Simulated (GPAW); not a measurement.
# Calculation of the molecule and its ions of AlH$_{2}$OF

The run: calculation of the molecule and its ions of AlH$_{2}$OF. Method and program: PBE/real-space grid, scalar-relativistic datasets (GPAW 26.7.0).

The geometry comes from this level: GFN2-xTB.

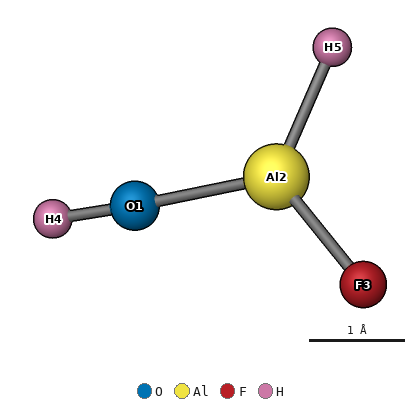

The input geometry (ball-and-stick view, seen at a tilt; atoms are numbered from 1 in the order of the input). Sticks mark near contacts. Bond lengths as drawn: Al–F 1.65 Å, Al–H 1.49 Å, Al–O 1.63 Å and H–O 0.95 Å.

## Input file (run.py)
```python
from ase.io import read
from gpaw import GPAW

# Atomic positions
atoms = read('gs.xyz')
atoms.center(vacuum=4.5)

energies = {}
for name, charge, unpaired in [('neutral', 0, 0), ('oxidised', 1, 1)]:
    atoms.set_initial_magnetic_moments([unpaired / len(atoms)] * len(atoms))
    calculator = GPAW(mode='fd',
                      h=0.25,
                      xc='PBE',
                      charge=charge,
                      occupations={'name': 'fermi-dirac', 'width': 0.0, 'fixmagmom': unpaired > 0},
                      maxiter=100,
                      symmetry='off',
                      txt='-')
    atoms.calc = calculator
    energies[name] = atoms.get_potential_energy()
    print(f'{name:10} {energies[name]:12.5f} eV')

ip = energies['oxidised'] - energies['neutral']
print(f'Vertical IP: {ip:.3f} eV')
```

## File gs.xyz
```
5

O     -1.021720     0.325810    -0.327270
Al     0.472970    -0.139110     0.144100
F      0.778780    -1.566900     0.912060
H     -1.871140     0.628670    -0.614330
H      1.641100     0.751530    -0.114560
```

Hardware: 1 thread of Arm Neoverse V1, 24 GiB of memory available, shared host.

Command:
```bash
python run.py
```

## The program's output
```
__  _  _
 | _ |_)|_||  |
 |__||  | ||/\| - 26.7.0

units:  Angstrom and eV
cores:  1
OpenMP: False

Versions:
  Python: 3.12.14
  ASE:    3.29.0
  Numpy:  2.5.5
  Scipy:  1.18.1
  Libxc:  7.0.0

        _gpaw.cpython-312-aarch64-linux-gnu.so

Input parameters:
  mode=FD(),
  charge=0.0,
  h=0.25,
  maxiter=100,
  occupations=Occupations(name='fermi-dirac', width=0.0, fixmagmom=False),
  symmetry=Symmetry(point_group=False, time_reversal=False),
  xc=XC(name='PBE')

Diagonalizing LCAO Hamiltonian
Converting LCAO to fd mode
        .------------------------------.
       /|                              |
      / |                              |
     /  |                              |
    /   |                              |
   /    |                              |
  /     |                              |
 *      |                              |
 |      |                              |
 |      |                              |
 |      |       H O  FAl H             |
 |      |                              |
 |      |                              |
 |      .------------------------------.
 |     /                              /
 |    /                              /
 |   /                              /
 |  /                              /
 | /                              /
 |/                              /
 *------------------------------*

Atoms  # Å, Bohr magnetons
|   | symbol |        x |        y |        z |    initial magnetic moments |
|---|--------|----------|----------|----------|-----------------------------|
| 0 |      O | 5.349420 | 6.392710 | 4.787060 | ( 0.0000,  0.0000,  0.0000) |
| 1 |     Al | 6.844110 | 5.927790 | 5.258430 | ( 0.0000,  0.0000,  0.0000) |
| 2 |      F | 7.149920 | 4.500000 | 6.026390 | ( 0.0000,  0.0000,  0.0000) |
| 3 |      H | 4.500000 | 6.695570 | 4.500000 | ( 0.0000,  0.0000,  0.0000) |
| 4 |      H | 8.012240 | 6.818430 | 4.999770 | ( 0.0000,  0.0000,  0.0000) |

Unit cell  # Å
| periodic |         x |         y |         z |   lengths |    angles |
|----------|-----------|-----------|-----------|-----------|-----------|
|       no | 12.512240 |  0.000000 |  0.000000 | 12.512240 | 90.000000 |
|       no |  0.000000 | 11.318430 |  0.000000 | 11.318430 | 90.000000 |
|       no |  0.000000 |  0.000000 | 10.526390 | 10.526390 | 90.000000 |

Number of symmetries: 1
Symmetry operations  # r_c * U_cc + t_c -> r_c
|   | kind |            matrix            |
|---|------|------------------------------|
| 0 |  E   |  1, 0, 0,  0, 1, 0,  0, 0, 1 |

BZ-sampling:
  Number of BZ points: 1
  Number of IBZ points: 1

  Monkhorst-Pack size: [1, 1, 1]
  Monkhorst-Pack shift: [0, 0, 0]

K-points  # in reciprocal-cell coordinates
|   |                                coordinates |     weight |
|---|--------------------------------------------|------------|
| 0 | (  0.00000000,   0.00000000,   0.00000000) | 1.00000000 |

Uniform wave function grid shape: (np.int64(51), np.int64(43), np.int64(43))
Spin-components: 1 (collinear spins)
Bands:           14
Projectors:      21
Spin-degeneracy: 2
Datatype:        float64

  Storage: CPU
  Wave functions: 10_561_488 bytes (10_561_488 per core)

Parallelization:
  kpt:    1
  domain: 1
  band:   1

Density:
  Valence electrons: 18.0
  Components: 1
  Grid points: [52 44 44]
  Charge: 0.0  # |e|

Potential:
  Grid points: [52 44 44]

species:
  O:
    name:    Oxygen
    Z:       8.0
    valence: 6
    core:    2
    charge:  0.0  # [|e|]
    file:    O.PBE.gz
    compensation charges:
      type: gauss
      rc: 0.21  # [Å]
      lmax: 2
    cutoffs:
      filter: 1.17  # [Å]
      core: 0.83  # [Å]
    projectors
    | kind |    occ | energy [eV] | rcut [Å] |
    |------|--------|-------------|----------|
    |   2s |  2.000 |     -23.961 |    0.688 |
    |   2p |  4.000 |      -9.029 |    0.598 |
    |    s |        |       3.251 |    0.688 |
    |    p |        |      18.182 |    0.598 |
    |    d |        |       0.000 |    0.619 |

    Using partial waves for O as LCAO basis

  Al:
    name:    Aluminium
    Z:       13.0
    valence: 3
    core:    10
    charge:  0.0  # [|e|]
    file:    Al.PBE.gz
    compensation charges:
      type: gauss
      rc: 0.34  # [Å]
      lmax: 2
    cutoffs:
      filter: 1.91  # [Å]
      core: 2.36  # [Å]
    projectors
    | kind |    occ | energy [eV] | rcut [Å] |
    |------|--------|-------------|----------|
    |   3s |  2.000 |      -7.753 |    1.085 |
    |   3p |  1.000 |      -2.712 |    1.085 |
    |    s |        |      19.459 |    1.085 |
    |    p |        |      24.499 |    1.085 |
    |    d |        |       0.000 |    1.085 |

    Using partial waves for Al as LCAO basis

  F:
    name:    Fluorine
    Z:       9.0
    valence: 7
    core:    2
    charge:  0.0  # [|e|]
    file:    F.PBE.gz
    compensation charges:
      type: gauss
      rc: 0.20  # [Å]
      lmax: 2
    cutoffs:
      filter: 1.14  # [Å]
      core: 0.74  # [Å]
    projectors
    | kind |    occ | energy [eV] | rcut [Å] |
    |------|--------|-------------|----------|
    |   2s |  2.000 |     -29.898 |    0.635 |
    |   2p |  5.000 |     -11.110 |    0.635 |
    |    s |        |      -2.687 |    0.635 |
    |    p |        |      16.102 |    0.635 |
    |    d |        |       0.000 |    0.635 |

    Using partial waves for F as LCAO basis

  H:
    name:    Hydrogen
    Z:       1.0
    valence: 1
    core:    0
    charge:  0.0  # [|e|]
    file:    H.PBE.gz
    compensation charges:
      type: gauss
      rc: 0.15  # [Å]
      lmax: 2
    cutoffs:
      filter: 0.85  # [Å]
      core: 0.53  # [Å]
    projectors
    | kind |    occ | energy [eV] | rcut [Å] |
    |------|--------|-------------|----------|
    |   1s |  1.000 |      -6.494 |    0.476 |
    |    s |        |      20.717 |    0.476 |
    |    p |        |       0.000 |    0.476 |

    Using partial waves for H as LCAO basis

Reference energy: -11383.336676  # eV

eigensolver:
  PPCG
  Converge bands: occupied
  niter=2

density mixing:
  MSR1-Mixer
  Pratt-step length: 0.05
  Maximum mixing coefficient: 0.75
  Old densities: 10
  SVD Regularization: 0.005
  Good broyden scale: 1.0
  Trust region scale: 1.0
  Backstep threshold: 4.0
  History deletion threshold: 6.0
  Fourier metric: weight=20.0, sigma=0.015

occupation numbers:
  # Zero width

FastPoissonSolver using
    Stencil: 6*3+1=19 point O(h^6) finite-difference Laplacian
    FFT axes: []
    FST axes: [np.int64(1), np.int64(2), np.int64(0)]

xc functional:
  name: PBE with 2 nearest neighbor stencil
interpolation: tri-quintic # 5. degree polynomial

Initialization done in: 0.954 s

convergence criteria:
- Maximum [total energy] change in last 3 cyles: 0.0005 eV / valence electron
- Maximum integral of absolute [dens]ity change: 0.0001 electrons / valence electron
- Maximum integral of absolute [eigenst]ate change: 4e-08 eV^2 / valence electron
maximum number of iterations: 100

SCF iterations
|iter     |     time |      energy | eigst |  dens |
|---------|----------|-------------|-------|-------|
|iter:   1| 00:00:02 |  -28.233818 | +0.92 |       |
|iter:   2| 00:00:02 |  -27.373752 | -0.16 | -0.66 |
|iter:   3| 00:00:03 |  -24.398952 | +0.32 | -0.70 |
|iter:   4| 00:00:03 |  -24.370814 | -0.68 | -1.23 |
|iter:   5| 00:00:04 |  -24.372241 | -1.38 | -1.57 |
|iter:   6| 00:00:05 |  -24.373238c| -2.11 | -2.11 |
|iter:   7| 00:00:06 |  -24.373331c| -3.06 | -2.72 |
|iter:   8| 00:00:06 |  -24.373353c| -3.73 | -3.20 |
|iter:   9| 00:00:07 |  -24.373357c| -4.59 | -3.56 |
|iter:  10| 00:00:07 |  -24.373358c| -5.29 | -4.06c|
|iter:  11| 00:00:08 |  -24.373358c| -6.02 | -4.63c|
|iter:  12| 00:00:08 |  -24.373358c| -6.71 | -5.08c|
|iter:  13| 00:00:09 |  -24.373358c| -7.36 | -5.56c|
|iter:  14| 00:00:10 |  -24.373358c| -7.61c| -5.91c|

Converged in 14 steps
SCF loop duration: 8.301 s (0.593 s/step)
Energy contributions relative to reference atoms: (reference = -11383.336676)

Energy contributions:
  Kinetic:          39.171632
  Coulomb:         -40.082896
  Zero:              1.817173
  External:          0.000000
  Xc:              -25.279267
  Entropy:           0.000000
  Spinorbit:         0.000000
  ----------------------------
  Free energy:     -24.373358
  Extrapolated:    -24.373358

dipole moment: (-0.284345, 0.296404, -0.196478)  # |e|*Ang

Fermi level: -4.435
Eigenvalues  # (at kpt = [0.000, 0.000, 0.000])
| band index |      eig [eV] | occ [0-2] |
|------------|---------------|-----------|
|          0 |       -28.325 |     2.000 |
|          1 |       -24.402 |     2.000 |
|          2 |       -13.604 |     2.000 |
|          3 |       -10.595 |     2.000 |
|          4 |        -9.598 |     2.000 |
|          5 |        -9.555 |     2.000 |
|          6 |        -8.437 |     2.000 |
|          7 |        -8.115 |     2.000 |
|          8 |        -7.678 |     2.000 |
|          9 |        -1.192 |     0.000 |
|         10 |        -1.115 |     0.000 |
|         11 |        -0.030 |     0.000 |
|         12 |         0.867 |     0.000 |
|         13 |         1.267 |     0.000 |

Gap: 6.485 eV
Transition (v -> c):
  (s=0, k=0, n=8, [0.00, 0.00, 0.00]) -> (s=0, k=0, n=9, [0.00, 0.00, 0.00])
No difference between direct/indirect transitions
vacuum-level: 0.000  # V
neutral       -24.37336 eV
  __  _  _
 | _ |_)|_||  |
 |__||  | ||/\| - 26.7.0

units:  Angstrom and eV
cores:  1
OpenMP: False

Versions:
  Python: 3.12.14
  ASE:    3.29.0
  Numpy:  2.5.5
  Scipy:  1.18.1
  Libxc:  7.0.0

        _gpaw.cpython-312-aarch64-linux-gnu.so

Input parameters:
  mode=FD(),
  charge=1,
  h=0.25,
  maxiter=100,
  occupations=Occupations(name='fermi-dirac', width=0.0, fixmagmom=True),
  symmetry=Symmetry(point_group=False, time_reversal=False),
  xc=XC(name='PBE')

Diagonalizing LCAO Hamiltonian
Converting LCAO to fd mode
        .------------------------------.
       /|                              |
      / |                              |
     /  |                              |
    /   |                              |
   /    |                              |
  /     |                              |
 *      |                              |
 |      |                              |
 |      |                              |
 |      |       H O  FAl H             |
 |      |                              |
 |      |                              |
 |      .------------------------------.
 |     /                              /
 |    /                              /
 |   /                              /
 |  /                              /
 | /                              /
 |/                              /
 *------------------------------*

Atoms  # Å, Bohr magnetons
|   | symbol |        x |        y |        z |    initial magnetic moments |
|---|--------|----------|----------|----------|-----------------------------|
| 0 |      O | 5.349420 | 6.392710 | 4.787060 | ( 0.0000,  0.0000,  0.2000) |
| 1 |     Al | 6.844110 | 5.927790 | 5.258430 | ( 0.0000,  0.0000,  0.2000) |
| 2 |      F | 7.149920 | 4.500000 | 6.026390 | ( 0.0000,  0.0000,  0.2000) |
| 3 |      H | 4.500000 | 6.695570 | 4.500000 | ( 0.0000,  0.0000,  0.2000) |
| 4 |      H | 8.012240 | 6.818430 | 4.999770 | ( 0.0000,  0.0000,  0.2000) |

Unit cell  # Å
| periodic |         x |         y |         z |   lengths |    angles |
|----------|-----------|-----------|-----------|-----------|-----------|
|       no | 12.512240 |  0.000000 |  0.000000 | 12.512240 | 90.000000 |
|       no |  0.000000 | 11.318430 |  0.000000 | 11.318430 | 90.000000 |
|       no |  0.000000 |  0.000000 | 10.526390 | 10.526390 | 90.000000 |

Number of symmetries: 1
Symmetry operations  # r_c * U_cc + t_c -> r_c
|   | kind |            matrix            |
|---|------|------------------------------|
| 0 |  E   |  1, 0, 0,  0, 1, 0,  0, 0, 1 |

BZ-sampling:
  Number of BZ points: 1
  Number of IBZ points: 1

  Monkhorst-Pack size: [1, 1, 1]
  Monkhorst-Pack shift: [0, 0, 0]

K-points  # in reciprocal-cell coordinates
|   |                                coordinates |     weight |
|---|--------------------------------------------|------------|
| 0 | (  0.00000000,   0.00000000,   0.00000000) | 1.00000000 |

Uniform wave function grid shape: (np.int64(51), np.int64(43), np.int64(43))
Spin-components: 2 (collinear spins)
Bands:           14
Projectors:      21
Spin-degeneracy: 1
Datatype:        float64

  Storage: CPU
  Wave functions: 21_122_976 bytes (21_122_976 per core)

Parallelization:
  kpt:    1
  domain: 1
  band:   1

Density:
  Valence electrons: 18.0
  Components: 2
  Grid points: [52 44 44]
  Charge: 1.0  # |e|

Potential:
  Grid points: [52 44 44]

species:
  O:
    name:    Oxygen
    Z:       8.0
    valence: 6
    core:    2
    charge:  0.0  # [|e|]
    file:    O.PBE.gz
    compensation charges:
      type: gauss
      rc: 0.21  # [Å]
      lmax: 2
    cutoffs:
      filter: 1.17  # [Å]
      core: 0.83  # [Å]
    projectors
    | kind |    occ | energy [eV] | rcut [Å] |
    |------|--------|-------------|----------|
    |   2s |  2.000 |     -23.961 |    0.688 |
    |   2p |  4.000 |      -9.029 |    0.598 |
    |    s |        |       3.251 |    0.688 |
    |    p |        |      18.182 |    0.598 |
    |    d |        |       0.000 |    0.619 |

    Using partial waves for O as LCAO basis

  Al:
    name:    Aluminium
    Z:       13.0
    valence: 3
    core:    10
    charge:  0.0  # [|e|]
    file:    Al.PBE.gz
    compensation charges:
      type: gauss
      rc: 0.34  # [Å]
      lmax: 2
    cutoffs:
      filter: 1.91  # [Å]
      core: 2.36  # [Å]
    projectors
    | kind |    occ | energy [eV] | rcut [Å] |
    |------|--------|-------------|----------|
    |   3s |  2.000 |      -7.753 |    1.085 |
    |   3p |  1.000 |      -2.712 |    1.085 |
    |    s |        |      19.459 |    1.085 |
    |    p |        |      24.499 |    1.085 |
    |    d |        |       0.000 |    1.085 |

    Using partial waves for Al as LCAO basis

  F:
    name:    Fluorine
    Z:       9.0
    valence: 7
    core:    2
    charge:  0.0  # [|e|]
    file:    F.PBE.gz
    compensation charges:
      type: gauss
      rc: 0.20  # [Å]
      lmax: 2
    cutoffs:
      filter: 1.14  # [Å]
      core: 0.74  # [Å]
    projectors
    | kind |    occ | energy [eV] | rcut [Å] |
    |------|--------|-------------|----------|
    |   2s |  2.000 |     -29.898 |    0.635 |
    |   2p |  5.000 |     -11.110 |    0.635 |
    |    s |        |      -2.687 |    0.635 |
    |    p |        |      16.102 |    0.635 |
    |    d |        |       0.000 |    0.635 |

    Using partial waves for F as LCAO basis

  H:
    name:    Hydrogen
    Z:       1.0
    valence: 1
    core:    0
    charge:  0.0  # [|e|]
    file:    H.PBE.gz
    compensation charges:
      type: gauss
      rc: 0.15  # [Å]
      lmax: 2
    cutoffs:
      filter: 0.85  # [Å]
      core: 0.53  # [Å]
    projectors
    | kind |    occ | energy [eV] | rcut [Å] |
    |------|--------|-------------|----------|
    |   1s |  1.000 |      -6.494 |    0.476 |
    |    s |        |      20.717 |    0.476 |
    |    p |        |       0.000 |    0.476 |

    Using partial waves for H as LCAO basis

Reference energy: -11383.336676  # eV

eigensolver:
  PPCG
  Converge bands: occupied
  niter=2

density mixing:
  MSR1-Mixer
  Pratt-step length: 0.05
  Maximum mixing coefficient: 0.75
  Old densities: 10
  SVD Regularization: 0.005
  Good broyden scale: 1.0
  Trust region scale: 1.0
  Backstep threshold: 4.0
  History deletion threshold: 6.0
  Fourier metric: weight=20.0, sigma=0.015

occupation numbers:
  Fixed magnetic moment: 1.000
  # Zero width

FastPoissonSolver using
    Stencil: 6*3+1=19 point O(h^6) finite-difference Laplacian
    FFT axes: []
    FST axes: [np.int64(1), np.int64(2), np.int64(0)]

xc functional:
  name: PBE with 2 nearest neighbor stencil
interpolation: tri-quintic # 5. degree polynomial

Initialization done in: 1.680 s

convergence criteria:
- Maximum [total energy] change in last 3 cyles: 0.0005 eV / valence electron
- Maximum integral of absolute [dens]ity change: 0.0001 electrons / valence electron
- Maximum integral of absolute [eigenst]ate change: 4e-08 eV^2 / valence electron
maximum number of iterations: 100

SCF iterations
|iter     |     time |      energy | eigst |  dens |  magmom |
|---------|----------|-------------|-------|-------|---------|
|iter:   1| 00:00:12 |  -21.132904 | +0.96 |       |  +0.9905|
|iter:   2| 00:00:13 |  -18.910289 | -0.09 | -0.46 |  +0.9910|
|iter:   3| 00:00:14 |  -15.145171 | +0.57 | -0.51 |  +0.9955|
|iter:   4| 00:00:15 |  -14.146434 | +0.17 | -0.67 |  +0.9968|
|iter:   5| 00:00:16 |  -13.210323 | -0.09 | -0.69 |  +0.9968|
|iter:   6| 00:00:17 |  -13.264968 | -1.09 | -0.97 |  +0.9990|
|iter:   7| 00:00:18 |  -13.086681 | -1.12 | -1.00 |  +0.9986|
|iter:   8| 00:00:20 |  -13.065045 | -1.34 | -1.06 |  +0.9997|
|iter:   9| 00:00:21 |  -13.025421 | -1.79 | -1.20 |  +1.0000|
|iter:  10| 00:00:23 |  -13.011978 | -2.38 | -1.59 |  +1.0000|
|iter:  11| 00:00:24 |  -13.012371 | -3.34 | -2.15 |  +1.0000|
|iter:  12| 00:00:25 |  -13.012749c| -3.58 | -2.35 |  +1.0000|
|iter:  13| 00:00:27 |  -13.012698c| -4.43 | -2.63 |  +1.0000|
|iter:  14| 00:00:28 |  -13.012700c| -5.09 | -3.07 |  +1.0000|
|iter:  15| 00:00:29 |  -13.012701c| -5.86 | -3.88 |  +1.0000|
|iter:  16| 00:00:30 |  -13.012701c| -6.63 | -4.19c|  +1.0000|
|iter:  17| 00:00:31 |  -13.012701c| -7.26 | -4.77c|  +1.0000|
|iter:  18| 00:00:32 |  -13.012701c| -7.84c| -5.21c|  +1.0000|

Converged in 18 steps
SCF loop duration: 20.553 s (1.142 s/step)
Energy contributions relative to reference atoms: (reference = -11383.336676)

Energy contributions:
  Kinetic:          30.868235
  Coulomb:         -29.394241
  Zero:              1.760150
  External:          0.000000
  Xc:              -16.246844
  Entropy:           0.000000
  Spinorbit:         0.000000
  ----------------------------
  Free energy:     -13.012701
  Extrapolated:    -13.012701

dipole moment: (6.345428, 6.462976, 4.903232)  # |e|*Ang

Total magnetic moment: (0.000000, 0.000000, 1.000000)

Local magnetic moments
|        x |        y |         z |
|----------|----------|-----------|
| 0.000000 | 0.000000 |  0.266408 |  # O    0
| 0.000000 | 0.000000 |  0.056272 |  # Al   1
| 0.000000 | 0.000000 |  0.101031 |  # F    2
| 0.000000 | 0.000000 | -0.001902 |  # H    3
| 0.000000 | 0.000000 |  0.129761 |  # H    4

Fermi levels: -11.237, -15.257
Eigenvalues  # (at kpt = [0.000, 0.000, 0.000])
| band index |      eig [eV] | occ [0-1] |      eig [eV] | occ [0-1] |
|------------|---------------|-----------|---------------|-----------|
|          0 |       -35.177 |     1.000 |       -34.936 |     1.000 |
|          1 |       -32.847 |     1.000 |       -32.194 |     1.000 |
|          2 |       -21.628 |     1.000 |       -21.377 |     1.000 |
|          3 |       -17.903 |     1.000 |       -17.266 |     1.000 |
|          4 |       -17.178 |     1.000 |       -16.366 |     1.000 |
|          5 |       -16.393 |     1.000 |       -16.100 |     1.000 |
|          6 |       -16.243 |     1.000 |       -15.708 |     1.000 |
|          7 |       -15.943 |     1.000 |       -15.503 |     1.000 |
|          8 |       -15.911 |     1.000 |       -15.011 |     0.000 |
|          9 |        -7.463 |     0.000 |        -7.292 |     0.000 |
|         10 |        -7.371 |     0.000 |        -7.115 |     0.000 |
|         11 |        -5.540 |     0.000 |        -5.345 |     0.000 |
|         12 |        -4.383 |     0.000 |        -4.211 |     0.000 |
|         13 |        -3.663 |     0.000 |        -3.460 |     0.000 |

Gap: 7.548 eV
Transition (v -> c):
  (s=1, k=0, n=8, [0.00, 0.00, 0.00]) -> (s=0, k=0, n=9, [0.00, 0.00, 0.00])
No difference between direct/indirect transitions
vacuum-level: 0.000  # V
oxidised      -13.01270 eV
Vertical IP: 11.361 eV
```

## Summary

```json
{"quantity": "outcome", "value": "converged"}
{"quantity": "ionisation energy", "value": "11.36 eV"}
{"quantity": "wall time", "value": "32 s"}
{"quantity": "peak memory", "value": "0.53 GiB"}
```

## Remarks

On so coarse a grid the energy depends on the position of the molecule, which gives spurious forces.
